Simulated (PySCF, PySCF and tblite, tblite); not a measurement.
# C2H6BClO: a path driven as rotation about a bond, and NMR exchange, part 1 of 2

Aim: the barrier and rate of rotation about a bond in C2H6BClO (`COB(C)Cl`), and what it does to NMR lines.

Programs: PySCF 2.14.0 with density-fitted response routines of our own, and tblite 0.8.0. All values are computed, except where a source is named. Atoms count from 0 throughout.

## (1) The molecule as given

11 atoms, charge 0, multiplicity 1; geometry from: force field or distance geometry start.

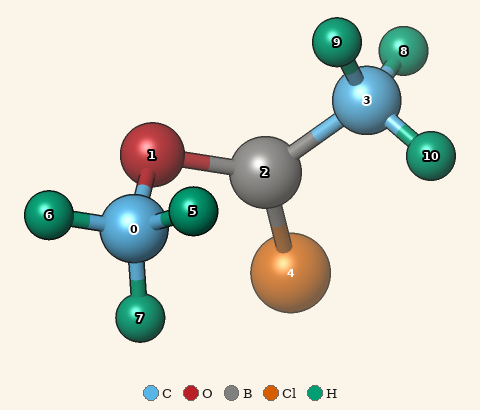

The starting geometry (carbon blue, oxygen red, boron grey, chlorine orange, hydrogen teal), atoms numbered.

## (2) GFN2-xTB relaxation, start minimum

Job settings and geometry (Å):

```
{"job": {"xc": "GFN2-xTB", "basis": "xTB", "kind": "relax"}, "charge": 0, "multiplicity": 1}
C      1.669400    -0.454000    -0.042400
O      0.564100    -0.635300    -0.919900
B     -0.446500     0.369800    -0.601100
C     -1.614100     0.060500     0.426200
Cl    -0.446400     1.988100    -1.485900
H      1.363200    -0.596600     1.021800
H      2.430500    -1.212600    -0.279200
H      2.141600     0.551600    -0.183900
H     -2.591300     0.110100    -0.074800
H     -1.481100    -0.968600     0.853200
H     -1.584000     0.789700     1.260300
```

On the command line:

```
$ OMP_NUM_THREADS=1 python ens_run.py task.json out
```

One launch serves the whole session.

The log of the run:

```text
step      E/eV     max force
  0    -468.68074    2.575
  1    -468.85616    1.627
  2    -468.97271    1.235
  3    -468.99957    0.509
  4    -469.01476    0.297
  5    -469.02181    0.271
  6    -469.03587    0.384
  7    -469.04347    0.296
  8    -469.05145    0.269
  9    -469.05809    0.299
 10    -469.06758    0.429
 11    -469.08047    0.408
 12    -469.09677    0.357
 13    -469.10999    0.315
 14    -469.12274    0.323
 15    -469.14223    0.416
 16    -469.16229    0.473
 17    -469.18702    0.580
 18    -469.21486    0.529
 19    -469.24747    0.510
 20    -469.28269    0.529
 21    -469.24057    0.786
 22    -469.32287    0.482
 23    -469.34132    0.433
 24    -469.40625    0.447
 25    -469.42104    0.332
 26    -469.43161    0.244
 27    -469.44217    0.232
 28    -469.45087    0.259
 29    -469.46303    0.276
 30    -469.47435    0.308
 31    -469.48763    0.278
 32    -469.50482    0.373
 33    -469.53095    0.535
 34    -469.56021    0.507
 35    -469.58325    0.330
 36    -469.59441    0.303
 37    -469.60350    0.257
 38    -469.61402    0.326
 39    -469.62328    0.266
 40    -469.62676    0.095
 41    -469.62746    0.066
 42    -469.62778    0.055
 43    -469.62811    0.028
 44    -469.62824    0.017
 45    -469.62827    0.016
 46    -469.62830    0.014
 47    -469.62833    0.012
 48    -469.62836    0.010
 49    -469.62837    0.011
 50    -469.62839    0.009
 51    -469.62840    0.009
 52    -469.62841    0.010
 53    -469.62842    0.012
 54    -469.62844    0.014
 55    -469.62846    0.013
 56    -469.62848    0.012
 57    -469.62850    0.014
 58    -469.62853    0.018
 59    -469.62859    0.031
 60    -469.62868    0.042
 61    -469.62882    0.053
 62    -469.62907    0.069
 63    -469.62950    0.092
 64    -469.63007    0.102
 65    -469.63056    0.078
 66    -469.63056    0.140
 67    -469.63122    0.037
 68    -469.63144    0.033
 69    -469.63192    0.085
 70    -469.63217    0.044
 71    -469.63254    0.041
 72    -469.63290    0.048
 73    -469.63318    0.068
 74    -469.63348    0.051
 75    -469.63369    0.075
 76    -469.63388    0.056
 77    -469.63397    0.027
 78    -469.63403    0.025
 79    -469.63406    0.018
 80    -469.63408    0.009
 81    -469.63409    0.007
 82    -469.63409    0.006
 83    -469.63410    0.008
 84    -469.63411    0.012
 85    -469.63413    0.013
 86    -469.63414    0.011
 87    -469.63415    0.007
 88    -469.63415    0.003
 89    -469.63416    0.003
 90    -469.63416    0.001
 91    -469.55585    1.134
 92    -469.60975    0.658
 93    -469.63027    0.261
 94    -469.63248    0.166
 95    -469.63393    0.093
 96    -469.63423    0.073
 97    -469.63439    0.027
 98    -469.63442    0.019
 99    -469.63445    0.016
100    -469.63447    0.015
101    -469.63448    0.009
102    -469.63449    0.009
103    -469.63450    0.010
104    -469.63451    0.011
105    -469.63452    0.008
106    -469.63452    0.005
107    -469.63452    0.004
108    -469.63452    0.005
109    -469.63452    0.004
110    -469.63453    0.003
111    -469.63453    0.003
112    -469.63453    0.005
113    -469.63453    0.007
114    -469.63453    0.006
115    -469.63453    0.003
```

Wall time 0.14 s (1 thread of Arm Neoverse N1, shared host).

The energy fell by 0.954 eV, and the atoms moved 0.61 Å (root mean square).

## (3) Relaxed scan, rotation

Job settings and geometry (Å):

```
{"job": {"xc": "GFN2-xTB", "basis": "xTB", "coordinate": [["t", [3, 2, 1, 0], 0.5], ["t", [4, 2, 1, 0], 0.5]], "kind": "drive"}, "charge": 0, "multiplicity": 1}
C      1.628529    -0.370137     0.117553
O      0.859478     0.376412    -0.796535
B     -0.460069     0.558341    -0.742055
C     -1.438784    -0.011674     0.377102
Cl    -1.083629     1.524582    -2.043852
H      1.227495    -0.301411     1.130607
H      1.646163    -1.418190    -0.190280
H      2.643182     0.028135     0.094925
H     -2.480780     0.208623     0.167861
H     -1.338742    -1.091399     0.474988
H     -1.203934     0.414962     1.351600
```

The log of the run:

```text
point  coordinate     E/eV
  0    -74.800     -469.60401
  1    -60.300     -469.51582
  2    -45.500     -469.39120
  3    -30.200     -469.26471
  4    -14.300     -469.20026
  5      0.800     -469.20295
  6     16.400     -469.23367
  7     32.000     -469.34962
  8     47.000     -469.50116
  9     61.700     -469.63077
 10     76.200     -469.71286
 11     90.700     -469.73646
```

Run time: 2.9 s. Hardware: 1 thread of Arm Neoverse N1, shared host.

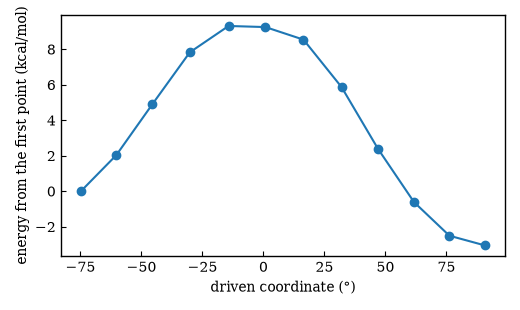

Energy along the scan.

## (4) Nudged elastic band, leg 1

Changed since step 3:

```diff
@@ -1,2 +1,2 @@
-{"job": {"xc": "GFN2-xTB", "basis": "xTB", "coordinate": [["t", [3, 2, 1, 0], 0.5], ["t", [4, 2, 1, 0], 0.5]], "kind": "drive"}, "charge": 0, "multiplicity": 1}
+{"job": {"xc": "GFN2-xTB", "basis": "xTB", "kind": "neb"}, "charge": 0, "multiplicity": 1}
 C      1.628529    -0.370137     0.117553
```

The log of the run:

```text
image   E - E0 / eV
  0       0.0000
  1       0.0243
  2       0.1818
  3       0.4351
  4       0.0274
  5      -0.1025
  6      -0.1122
```

It took 3.9 s on 1 thread of Arm Neoverse N1, shared host.

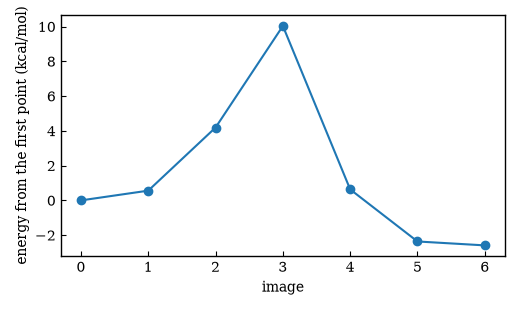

Energy along the band.

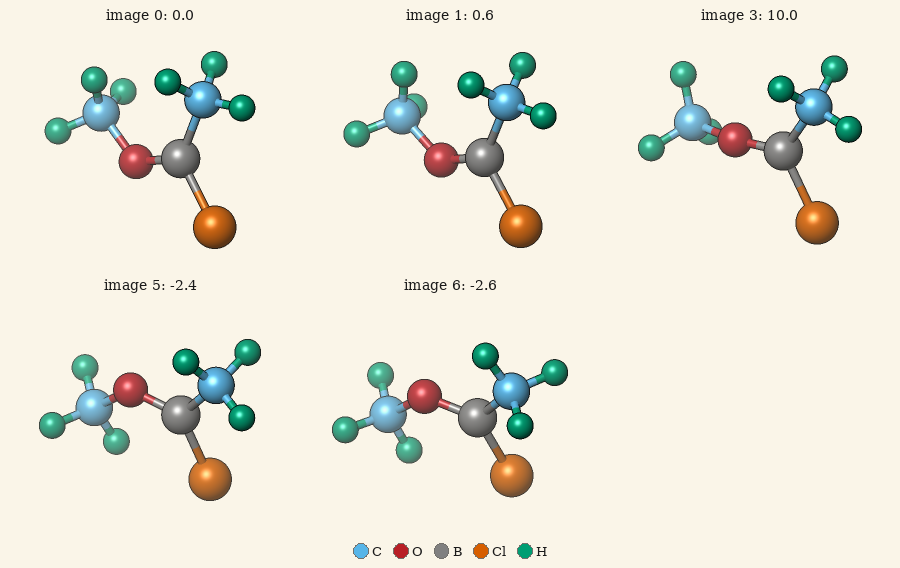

Images along the band, with energies in kcal/mol.

## (5) Saddle search, leg 1

Job settings and geometry (Å):

```
{"job": {"xc": "GFN2-xTB", "basis": "xTB", "kind": "saddle"}, "charge": 0, "multiplicity": 1}
C      1.945358    -0.416368     0.041078
O      0.696867     0.137707    -0.183693
B     -0.528613     0.382082    -0.506725
C     -1.799118     0.172500     0.438388
Cl    -0.825006     1.077446    -2.125479
H      1.928181    -1.012011     0.961569
H      2.231324    -1.055796    -0.800196
H      2.684283     0.383384     0.142780
H     -2.695444     0.624550     0.025675
H     -2.003561    -0.887432     0.579392
H     -1.634270     0.593939     1.427210
```

The log of the run:

```text
step      E/eV     max force
  0    -469.19940   0.0788
  1    -469.20053   0.1183
  2    -469.20117   0.1160
  3    -469.19972   0.2593
  4    -469.20207   0.0180
  5    -469.20245   0.0475
  6    -469.20250   0.0081
  7    -469.20303   0.0177
  8    -469.20356   0.0388
  9    -469.20327   0.0058
 10    -469.20360   0.0081
 11    -469.20390   0.0067
 12    -469.20430   0.0109
 13    -469.20471   0.0153
 14    -469.20517   0.0242
 15    -469.20563   0.0208
 16    -469.20620   0.0192
 17    -469.20690   0.0570
 18    -469.20653   0.0105
 19    -469.20699   0.0224
 20    -469.20742   0.0308
 21    -469.20791   0.0152
 22    -469.20844   0.0422
 23    -469.20817   0.0102
 24    -469.20852   0.0153
 25    -469.20884   0.0206
 26    -469.20915   0.0132
 27    -469.20954   0.0289
 28    -469.20991   0.0340
 29    -469.21020   0.0523
 30    -469.21059   0.0360
 31    -469.21101   0.0308
 32    -469.21118   0.0823
 33    -469.21123   0.0124
 34    -469.21141   0.0307
 35    -469.21132   0.0030
lowest wavenumbers (cm-1): -287.7 53.3 57.6 70.8 248.7 266.0
```

Run time: 4.7 s. Hardware: 1 thread of Arm Neoverse N1, shared host.

Point group C1; 1 imaginary mode, 288i cm⁻¹, carried by O1, C0. It was not shown to link both ends.

At the saddle the angle C0–O1–B2 (170°) is nearly straight.

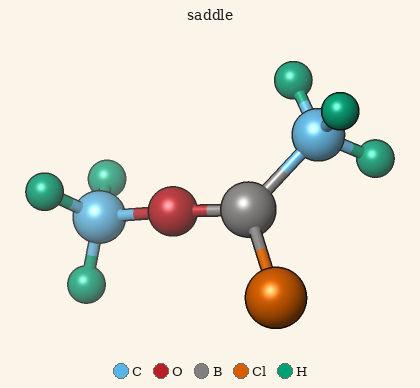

The saddle point.

## (6) Shieldings, start: BHandHLYP/pcSseg-1

Job settings and geometry (Å):

```
{"job": {"kind": "nmr", "xc": "BHandHLYP", "basis": "pcSseg-1", "pop": false}, "charge": 0, "multiplicity": 1}
C      1.628529    -0.370137     0.117553
O      0.859478     0.376412    -0.796535
B     -0.460069     0.558341    -0.742055
C     -1.438784    -0.011674     0.377102
Cl    -1.083629     1.524582    -2.043852
H      1.227495    -0.301411     1.130607
H      1.646163    -1.418190    -0.190280
H      2.643182     0.028135     0.094925
H     -2.480780     0.208623     0.167861
H     -1.338742    -1.091399     0.474988
H     -1.203934     0.414962     1.351600
```

The log of the run:

```text
coarse grid: 9688 points
cycle   1  E = -639.9566861884  dE =  6.042e-01  |g| = 5.689e-01  |ddm| = 2.663e+00
cycle   2  E = -639.9566801296  dE =  6.059e-06  |g| = 6.183e-01  |ddm| = 7.129e-01
cycle   3  E = -640.0218625311  dE = -6.518e-02  |g| = 6.871e-02  |ddm| = 3.912e-01
cycle   4  E = -640.0227174713  dE = -8.549e-04  |g| = 2.548e-02  |ddm| = 6.542e-02
cycle   5  E = -640.0228650173  dE = -1.475e-04  |g| = 2.623e-03  |ddm| = 2.218e-02
cycle   6  E = -640.0228667786  dE = -1.761e-06  |g| = 6.648e-04  |ddm| = 3.080e-03
final grid: 88816 points
cycle   7  E = -640.0499951133  dE = -1.393e-05  |g| = 3.177e-03  |ddm| = 9.345e-03
cycle   8  E = -640.0499958465  dE = -7.332e-07  |g| = 2.676e-03  |ddm| = 3.849e-03
cycle   9  E = -640.0499974731  dE = -1.627e-06  |g| = 2.025e-04  |ddm| = 1.759e-03
cycle  10  E = -640.0499974778  dE = -4.773e-09  |g| = 1.393e-04  |ddm| = 1.926e-04
cycle  11  E = -640.0499974811  dE = -3.319e-09  |g| = 1.118e-05  |ddm| = 8.541e-05
cycle  12  E = -640.0499974812  dE = -3.593e-11  |g| = 4.490e-06  |ddm| = 1.379e-05
converged SCF energy = -640.0499974812

GIAO shielding tensors (ppm)
atom      isotropic    diamagn.    paramagn.     s11        s22        s33       span
  0 C      131.386     243.541    -112.155    105.270    107.764    181.124     75.854
  1 O      186.900     393.414    -206.514     -1.216    219.751    342.165    343.382
  2 B       60.001     190.493    -130.492     31.109     62.926     85.968     54.858
  3 C      182.787     253.370     -70.583    177.394    178.757    192.209     14.815
  4 Cl     797.676    1148.865    -351.189    568.001    860.980    964.048    396.047
  5 H       28.095      30.710      -2.615     24.048     27.445     32.792      8.744
  6 H       27.980      29.213      -1.233     24.284     25.672     33.985      9.702
  7 H       27.774      28.048      -0.275     23.653     25.971     33.697     10.045
  8 H       31.066      30.088       0.978     26.244     30.293     36.660     10.416
  9 H       31.406      31.859      -0.454     27.207     29.511     37.498     10.291
 10 H       31.277      31.415      -0.138     27.284     29.173     37.374     10.090
```

It took 13 s on 1 thread of Arm Neoverse N1, shared host; peak memory 0.59 GiB.

In short: HOMO -9.82 eV, LUMO 1.41 eV; dipole 3.36 D.

(Continued in part 2 of 2.)
